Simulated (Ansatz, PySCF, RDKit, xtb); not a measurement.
# C4H3F2N: ranking a sample of isomers, part 2 of 2

A sample of isomers of C4H3F2N is drawn. Aim: find which of them has the lowest free energy at 298.15 K, then its properties. The sample is small against all isomers, and the most stable one of this formula need not be in it.

xtb, Ansatz and PySCF; isolated molecules.

### Step 12. Putting it together

Energies in kcal/mol from c749a; G adds the thermal terms to the CCSD(T)/def2-SVP + MP2/def2-TZVPP - MP2/def2-SVP energy. The columns left of the relaxed level are at the tight-binding geometries.

| label | SMILES | spin | GFN2-xTB | HF/STO-3G | r2SCAN-D4/def2-SVP | PBE0-D3(BJ)/def2-SVP | HF/def2-SVP | MP2/def2-SVP | CCSD(T)/def2-SVP + MP2/def2-TZVPP - MP2/def2-SVP | G | share at equilibrium | T1 |
| --- | --- | --- | --- | --- | --- | --- | --- | --- | --- | --- | --- | --- |
| c749a | Fc1c[nH]c(F)c1 | singlet | 0.0 | 0.0 | 0.0 | 0.0 | 0.0 | 0.0 | 0.0 | 0.0 | 71.1 % | 0.012 |
| c344a | Fc1ccc(F)[nH]1 | singlet | -0.6 | -1.3 | -0.1 | -0.2 | -0.4 | -0.4 | 0.1 | 0.5 | 28.5 % | 0.011 |
| c874a | Fc1cc[nH]c1F | singlet | 3.0 | 2.2 | 3.7 | 3.6 | 4.2 | 3.5 | 3.1 | 3.1 | 0.4 % | 0.011 |
| c023a | Fc1c[nH]cc1F | singlet | 3.8 | 3.8 | 4.3 | 4.2 | 5.2 | 4.3 | 3.4 | 3.9 | 0.1 % | 0.012 |

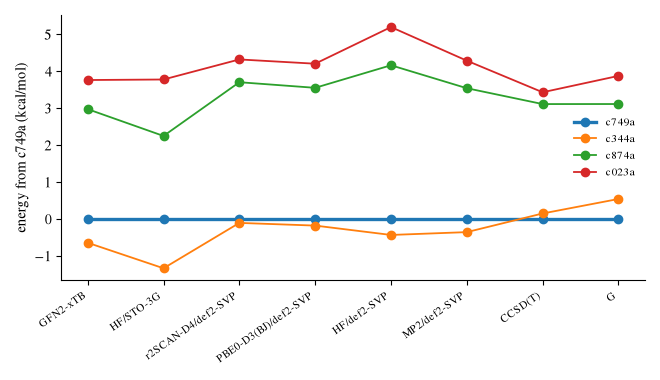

The finalists at each level, measured from c749a.

Lowest found: c749a, `Fc1c[nH]c(F)c1`, a singlet. Bond lengths: C1–C2 1.373 Å, C1–C4 1.422 Å, C3–C4 1.373 Å, C1–F5 1.325 Å, C3–F6 1.318 Å, C2–N7 1.382 Å, C3–N7 1.353 Å, C2–H8 1.085 Å, N7–H9 1.010 Å, C4–H10 1.086 Å. Some angles: C1–C2–N7 106.0°, C2–C1–C4 110.0°, C2–C1–F5 125.4°, C4–C1–F5 124.6°, C1–C4–C3 104.2°, C4–C3–F6 130.1°, C4–C3–N7 110.5°, F6–C3–N7 119.3°, C2–N7–C3 109.2°, C1–C2–H8 131.3°.

```xyz
10

C     0.0319    1.8741   -0.4262
C     0.1321    0.8389    0.4699
C    -0.7776    0.0778   -1.4184
C    -0.5463    1.4128   -1.6402
F     0.4148    3.1224   -0.2020
F    -1.3004   -0.8368   -2.2104
N    -0.3800   -0.2724   -0.1734
H     0.5155    0.8042    1.4844
H    -0.4521   -1.2034    0.2122
H    -0.7591    1.9811   -2.5405
```

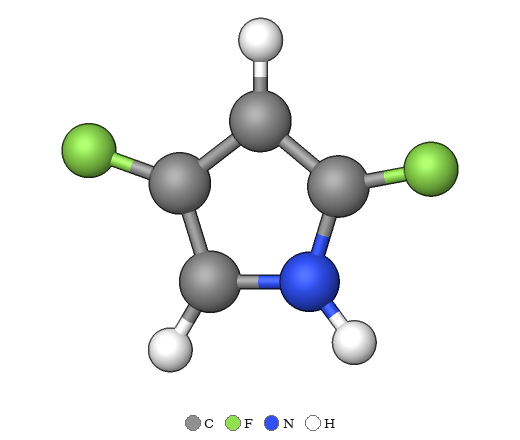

The lowest structure found, seen from a chosen angle (carbon grey, fluorine green, nitrogen blue, hydrogen white).

### Step 13. Density, orbitals and dipole (PBE0/def2-SVPD)

input.yaml

```yaml
crystal:
  periodic: [false, false, false]
  atoms:
    - {symbol: C, position_ang: [0.031882, 1.874056, -0.426156]}
    - {symbol: C, position_ang: [0.132083, 0.838883, 0.469858]}
    - {symbol: C, position_ang: [-0.777587, 0.077777, -1.418409]}
    - {symbol: C, position_ang: [-0.546324, 1.412761, -1.640225]}
    - {symbol: F, position_ang: [0.414765, 3.122401, -0.201990]}
    - {symbol: F, position_ang: [-1.300411, -0.836815, -2.210361]}
    - {symbol: N, position_ang: [-0.380049, -0.272394, -0.173392]}
    - {symbol: H, position_ang: [0.515537, 0.804242, 1.484409]}
    - {symbol: H, position_ang: [-0.452134, -1.203423, 0.212185]}
    - {symbol: H, position_ang: [-0.759060, 1.981089, -2.540497]}
basis:
  gaussian:
    orbitals: def2-SVPD
hamiltonian:
  xc: pbe0
output: {forces: true, orbitals: {seedname: orbitals}}
```

Run with:

```console
$ ansatz run input.yaml --threads 2 --pin off --max-ram 5220MiB --events-out events.jsonl --progress --plain --runs-dir runs
```

Log, shortened:

```text
Warning: RAYON_NUM_THREADS=2 ignored (pool sized by the plan → 2); use --threads N
Functional definition: PBE0
  name "PBE0"
[...]
1413 factors; their error is unknown
[...]
mean field -11100.33280577 eV, -407.9297065362 hartree, gradient 3.8e-5 eV, S^2 0.000000; 0 other end points of the search recorded, 0 dependent functions left out
[...]
reference -11100.33284160 eV, -407.9297078529 hartree; 26, 26 occupied and 144, 144 virtual orbitals, 1413 factors
Total energy: -11100.33284160 eV, -407.9297078529 hartree
Atom 0 at     0.031882     1.874056    -0.426156 Å, force    -0.093236    -0.375054    -0.011165 eV/Å
Atom 1 at     0.132083     0.838883     0.469858 Å, force     0.041255     0.088808     0.052303 eV/Å
Atom 2 at    -0.777587     0.077777    -1.418409 Å, force     0.119936     0.212763     0.179533 eV/Å
Atom 3 at    -0.546324     1.412761    -1.640225 Å, force    -0.023456     0.029236    -0.078111 eV/Å
Atom 4 at     0.414765     3.122401    -0.201990 Å, force     0.064765     0.221295     0.031872 eV/Å
Atom 5 at    -1.300411    -0.836815    -2.210361 Å, force    -0.080491    -0.128339    -0.129425 eV/Å
Atom 6 at    -0.380049    -0.272394    -0.173392 Å, force    -0.022936    -0.129985     0.020413 eV/Å
Atom 7 at     0.515537     0.804242     1.484409 Å, force    -0.021887    -0.012665    -0.048972 eV/Å
Atom 8 at    -0.452134    -1.203423     0.212185 Å, force     0.013794     0.109352    -0.031412 eV/Å
Atom 9 at    -0.759060     1.981089    -2.540497 Å, force     0.002256    -0.015411     0.014963 eV/Å
Dipole moment:    -0.013532    -0.454839     0.244617 e Å
```

It took 4.2 s on 2 threads of Intel Xeon Platinum 8375C at 2.90GHz (Ice Lake), shared host; peak memory 0.44 GiB.

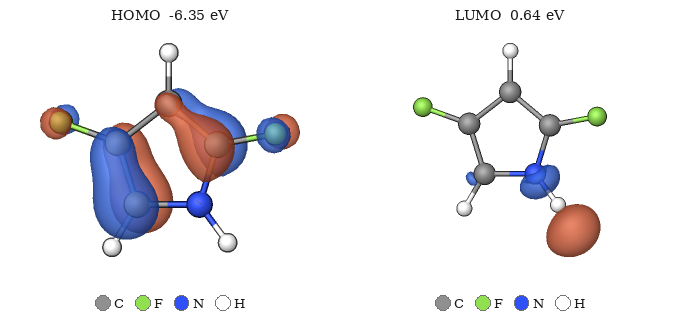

Frontier orbitals of this run, surfaces at ±0.2 Å^-3/2.

### Step 14. Electronic excitations (TD-PBE0/def2-SVPD)

An in-house driver calls PySCF's response routines at TD-PBE0/def2-SVPD; it has no typed input.

Log:

```text
coarse grid: 9440 points
cycle   1  E = -407.8175307829  dE =  1.389e+00  |g| = 5.520e-01  |ddm| = 5.455e+00
cycle   2  E = -407.7783221751  dE =  3.921e-02  |g| = 7.213e-01  |ddm| = 1.445e+00
cycle   3  E = -407.8759544978  dE = -9.763e-02  |g| = 9.734e-02  |ddm| = 8.977e-01
cycle   4  E = -407.8777996507  dE = -1.845e-03  |g| = 3.756e-02  |ddm| = 2.085e-01
cycle   5  E = -407.8781049312  dE = -3.053e-04  |g| = 1.134e-02  |ddm| = 6.723e-02
cycle   6  E = -407.8781329374  dE = -2.801e-05  |g| = 3.600e-03  |ddm| = 2.828e-02
cycle   7  E = -407.8781358868  dE = -2.949e-06  |g| = 1.024e-03  |ddm| = 7.891e-03
final grid: 95152 points
cycle   8  E = -407.9297057255  dE = -2.505e-05  |g| = 7.201e-03  |ddm| = 9.615e-02
cycle   9  E = -407.9296945624  dE =  1.116e-05  |g| = 1.075e-02  |ddm| = 2.194e-02
cycle  10  E = -407.9297167154  dE = -2.215e-05  |g| = 7.845e-04  |ddm| = 1.253e-02
cycle  11  E = -407.9297168373  dE = -1.219e-07  |g| = 1.970e-04  |ddm| = 1.329e-03
cycle  12  E = -407.9297168434  dE = -6.041e-09  |g| = 1.057e-04  |ddm| = 6.019e-04
cycle  13  E = -407.9297168461  dE = -2.776e-09  |g| = 2.733e-05  |ddm| = 2.071e-04
cycle  14  E = -407.9297168463  dE = -1.635e-10  |g| = 6.624e-06  |ddm| = 5.615e-05
converged SCF energy = -407.9297168463

Static polarisability (au): isotropic 52.115, principal 34.919 60.134 61.293

Singlet excitations
state   eV       nm        f      main configurations
  1   5.7524    215.5   0.00031   H->L 0.98
  2   6.1417    201.9   0.00008   H->L+2 0.96
  3   6.5457    189.4   0.11755   H->L+1 0.86
  4   6.6034    187.8   0.01594   H->L+3 0.97
  5   6.8105    182.0   0.04573   H->L+4 0.45, H-1->L+1 0.45, H->L+1 0.09
  6   6.8859    180.1   0.00144   H-1->L 0.98
  7   7.1949    172.3   0.02068   H-1->L+2 0.86
  8   7.2440    171.2   0.00159   H->L+5 0.89

Triplet excitations (Tamm-Dancoff, eV): 4.3177 5.4953 5.6843
```

Run time: 11 s. Hardware: 2 threads of Intel Xeon Platinum 8375C at 2.90GHz (Ice Lake), shared host; peak memory 0.74 GiB.

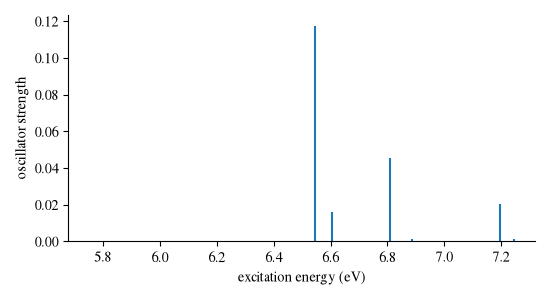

Vertical excitations as sticks.

The roots found:

```csv
excited state,energy (eV),strength
1,5.752,0.0003
2,6.142,0.0001
3,6.546,0.1176
4,6.603,0.0159
5,6.811,0.0457
6,6.886,0.0014
7,7.195,0.0207
8,7.244,0.0016
```

### Step 15. NMR shieldings (GIAO PBE0/pcSseg-1)

An in-house driver calls PySCF's response routines at GIAO PBE0/pcSseg-1; it has no typed input.

Log:

```text
coarse grid: 9440 points
cycle   1  E = -408.0491991001  dE =  1.446e+00  |g| = 5.917e-01  |ddm| = 3.031e+00
cycle   2  E = -408.0082742877  dE =  4.092e-02  |g| = 7.770e-01  |ddm| = 1.035e+00
cycle   3  E = -408.1118962479  dE = -1.036e-01  |g| = 9.483e-02  |ddm| = 6.241e-01
cycle   4  E = -408.1135455724  dE = -1.649e-03  |g| = 3.776e-02  |ddm| = 9.318e-02
cycle   5  E = -408.1138409629  dE = -2.954e-04  |g| = 1.186e-02  |ddm| = 3.598e-02
cycle   6  E = -408.1138712478  dE = -3.028e-05  |g| = 3.317e-03  |ddm| = 1.135e-02
cycle   7  E = -408.1138735593  dE = -2.312e-06  |g| = 1.088e-03  |ddm| = 3.261e-03
final grid: 95152 points
cycle   8  E = -408.1651411150  dE = -3.149e-05  |g| = 7.165e-03  |ddm| = 2.478e-02
cycle   9  E = -408.1651315843  dE =  9.531e-06  |g| = 1.053e-02  |ddm| = 1.227e-02
cycle  10  E = -408.1651518770  dE = -2.029e-05  |g| = 8.915e-04  |ddm| = 7.351e-03
cycle  11  E = -408.1651520157  dE = -1.387e-07  |g| = 1.831e-04  |ddm| = 8.317e-04
cycle  12  E = -408.1651520194  dE = -3.706e-09  |g| = 1.064e-04  |ddm| = 2.098e-04
cycle  13  E = -408.1651520222  dE = -2.757e-09  |g| = 2.742e-05  |ddm| = 1.052e-04
cycle  14  E = -408.1651520223  dE = -1.622e-10  |g| = 6.543e-06  |ddm| = 2.233e-05
converged SCF energy = -408.1651520223

GIAO shielding tensors (ppm)
atom      isotropic    diamagn.    paramagn.     s11        s22        s33       span
  0 C       27.090     253.010    -225.920    -27.895     31.158     78.006    105.902
  1 C       91.302     252.453    -161.151     32.738     97.359    143.811    111.072
  2 C       35.834     249.025    -213.191    -17.329     48.882     75.949     93.278
  3 C      103.106     260.198    -157.092     66.168     82.578    160.573     94.406
  4 F      342.403     470.611    -128.208    276.467    323.507    427.236    150.769
  5 F      318.168     470.845    -152.677    243.721    331.647    379.137    135.416
  6 N      124.206     327.684    -203.479     60.827    140.284    171.507    110.680
  7 H       25.308      29.855      -4.547     21.918     25.502     28.505      6.587
  8 H       24.815      32.752      -7.936     18.940     23.740     31.766     12.827
  9 H       25.730      29.165      -3.435     22.566     26.067     28.559      5.993
```

Run time: 8.1 s. Hardware: 2 threads of Intel Xeon Platinum 8375C at 2.90GHz (Ice Lake), shared host; peak memory 0.64 GiB.

Isotropic shieldings, averaged over atoms that the bond graph makes equivalent (absolute, not shifts):

```
atoms  shielding (ppm)
   C1             27.1
   C2             91.3
   C3             35.8
   C4            103.1
   F5            342.4
   F6            318.2
   N7            124.2
   H8            25.31
   H9            24.82
  H10            25.73
```

### Step 16. The cation at the same geometry (PBE0/def2-SVPD)

input.yaml: that of step 13 with these lines changed.

```diff
@@ -16,4 +16,7 @@
     orbitals: def2-SVPD
+total_charge: 1
 hamiltonian:
   xc: pbe0
-output: {forces: true, orbitals: {seedname: orbitals}}
+magnetization:
+  spin_polarized: true
+  initial_magnetization: 1
```

Run with:

```console
$ ansatz run input.yaml --threads 2 --pin off --max-ram 5220MiB --events-out events.jsonl --progress --plain --runs-dir runs
```

Log:

```text
Warning: RAYON_NUM_THREADS=2 ignored (pool sized by the plan → 2); use --threads N
[... 2 set-up lines as earlier in the session ...]
  parameter a = 0.25
  parameter kappa = 0.804
  parameter beta = 0.06672455060314922
  exchange = (1 - a)*pbe_x(kappa = kappa, mu = beta*pi^2/3) + a*exact_x
  correlation = pbe_c(beta = beta)
1413 factors; their error is unknown
mean field evaluation 1: about -11085.0843 eV, gradient 4.2e1 eV
mean field evaluation 2: about -11085.1075 eV, gradient 4.3e1 eV
mean field evaluation 4: about -11091.8148 eV, gradient 1.9e0 eV
mean field evaluation 8: about -11091.8368 eV, gradient 1.0e-1 eV
mean field evaluation 16: about -11091.8360 eV, gradient 3.8e-3 eV
mean field -11091.83598249 eV, -407.6174540400 hartree, gradient 1.2e-5 eV, S^2 0.760956; 2 other end points of the search recorded, 0 dependent functions left out
reference -11091.83601955 eV, -407.6174554018 hartree; 26, 25 occupied and 144, 145 virtual orbitals, 1413 factors
Total energy: -11091.83601955 eV, -407.6174554018 hartree
```

It took 6.9 s on 2 threads of Intel Xeon Platinum 8375C at 2.90GHz (Ice Lake), shared host; peak memory 0.55 GiB.

Difference from the parent: 8.50 eV.

### Step 17. The anion at the same geometry (PBE0/def2-SVPD)

input.yaml: that of step 16 with these lines changed.

```diff
@@ -16,5 +16,3 @@
     orbitals: def2-SVPD
-total_charge: 1
-hamiltonian:
-  xc: pbe0
+total_charge: -1
 magnetization:
@@ -22 +20,5 @@
   initial_magnetization: 1
+hamiltonian:
+  xc: pbe0
+scf:
+  lower_state_search: "off"
```

Run with:

```console
$ ansatz run input.yaml --threads 2 --pin off --max-ram 5220MiB --events-out events.jsonl --progress --plain --runs-dir runs
```

Log, shortened:

```text
Warning: RAYON_NUM_THREADS=2 ignored (pool sized by the plan → 2); use --threads N
[... 2 set-up lines as earlier in the session ...]
[...]
1413 factors; their error is unknown
[...]
a density is far from that of the atoms, so the factors are made again for it
1731 factors; integrals over basis functions are off by at most 7.3e-4 eV
mean field -11098.57841790 eV, -407.8652339712 hartree, gradient 8.1e-6 eV, S^2 0.750251; 0 other end points of the search recorded, 0 dependent functions left out
reference -11098.57845399 eV, -407.8652352974 hartree; 27, 26 occupied and 143, 144 virtual orbitals, 1731 factors
Total energy: -11098.57845399 eV, -407.8652352974 hartree
Checks for a lower state left out: stability, starts, cluster_reference, orbital_swaps, neighbouring_geometries, increment
```

Run time: 8.1 s. Hardware: 2 threads of Intel Xeon Platinum 8375C at 2.90GHz (Ice Lake), shared host; peak memory 0.51 GiB.

Parent less the species with the added electron: -1.75 eV. The extra electron isn't bound at this geometry, so the number measures the basis, not the molecule.

### Step 18. The triplet at the same geometry (PBE0/def2-SVPD)

input.yaml: that of step 17 with these lines changed.

```diff
@@ -9,3 +9,3 @@
     - {symbol: F, position_ang: [-1.300411, -0.836815, -2.210361]}
-    - {symbol: N, position_ang: [-0.380049, -0.272394, -0.173392]}
+    - {symbol: "N", position_ang: [-0.380049, -0.272394, -0.173392]}
     - {symbol: H, position_ang: [0.515537, 0.804242, 1.484409]}
@@ -16,9 +16,6 @@
     orbitals: def2-SVPD
-total_charge: -1
 magnetization:
   spin_polarized: true
-  initial_magnetization: 1
+  initial_magnetization: 2
 hamiltonian:
-  xc: pbe0
-scf:
-  lower_state_search: "off"
+  xc: {name: PBE0}
```

Run with:

```console
$ ansatz run input.yaml --threads 2 --pin off --max-ram 5220MiB --events-out events.jsonl --progress --plain --runs-dir runs
```

Log, shortened:

```text
Warning: RAYON_NUM_THREADS=2 ignored (pool sized by the plan → 2); use --threads N
[... 7 set-up lines as earlier in the session ...]
1413 factors; their error is unknown
mean field evaluation 1: about -11091.0125 eV, gradient 3.3e1 eV
mean field evaluation 2: about -11090.2133 eV, gradient 3.6e1 eV
mean field evaluation 4: about -11095.9501 eV, gradient 3.0e0 eV
mean field evaluation 8: about -11095.9965 eV, gradient 1.7e-1 eV
mean field evaluation 16: about -11096.0006 eV, gradient 5.9e-3 eV
mean field evaluation 32: about -11095.8643 eV, gradient 2.2e0 eV
mean field -11096.00057468 eV, -407.7704999800 hartree, gradient 2.7e-5 eV, S^2 2.026916; 4 other end points of the search recorded, 0 dependent functions left out
reference -11096.00061092 eV, -407.7705013121 hartree; 27, 25 occupied and 143, 145 virtual orbitals, 1413 factors
Total energy: -11096.00061092 eV, -407.7705013121 hartree
```

Run time: 8.1 s. Hardware: 2 threads of Intel Xeon Platinum 8375C at 2.90GHz (Ice Lake), shared host; peak memory 0.56 GiB.

It lies 4.33 eV above the singlet.

### Step 19. What came out

The summary covers parts 1 to 2.

```
                                           quantity                                                                  value
                             lowest structure found                                                Fc1c[nH]c(F)c1, singlet
                                      next finalist                      Fc1ccc(F)[nH]1, singlet, 0.5 kcal/mol higher in G
          share at equilibrium, among the finalists                                                                 71.1 %
                                             funnel  4 starts, 4 minima at GFN2-xTB, 7 screening runs, 4 relaxed, 4 ranked
                               CPU time of all runs                                                                5.9 min
                     dipole moment (PBE0/def2-SVPD)                                                                 2.48 D
                       HOMO energy (PBE0/def2-SVPD)                                                               -6.35 eV
                       LUMO energy (PBE0/def2-SVPD)                                                                0.64 eV
                     HOMO–LUMO gap (PBE0/def2-SVPD)                                                                6.99 eV
              lowest excitation (TD-PBE0/def2-SVPD)                                                    5.75 eV (f = 0.000)
       strongest of the states computed, same level                                                    6.55 eV (f = 0.118)
lowest triplet excitation, same level, Tamm-Dancoff                                                                4.32 eV
                         vertical ionisation energy                                                                8.50 eV
                         vertical electron affinity                     -1.75 eV (unbound: the value depends on the basis)
                      vertical triplet less singlet                                                               +4.33 eV
```

**Reading.** `Fc1c[nH]c(F)c1` comes out lowest. Its margin of 0.5 kcal/mol is inside the likely error of CCSD(T)/def2-SVP + MP2/def2-TZVPP - MP2/def2-SVP with harmonic terms (about 1.5 kcal/mol), so the order of the first two is not settled. GFN2-xTB, HF/STO-3G, r2SCAN-D4/def2-SVP, PBE0-D3(BJ)/def2-SVP, HF/def2-SVP and MP2/def2-SVP favour the singlet Fc1ccc(F)[nH]1. The largest share of the time went into the final energies (38 %). The search is not exhaustive (a finite list of starts, one conformer a finalist), so a lower isomer can't be ruled out. Only 4 drawn patterns were tried, so whole families of isomers are missing, and the result ranks this sample alone.
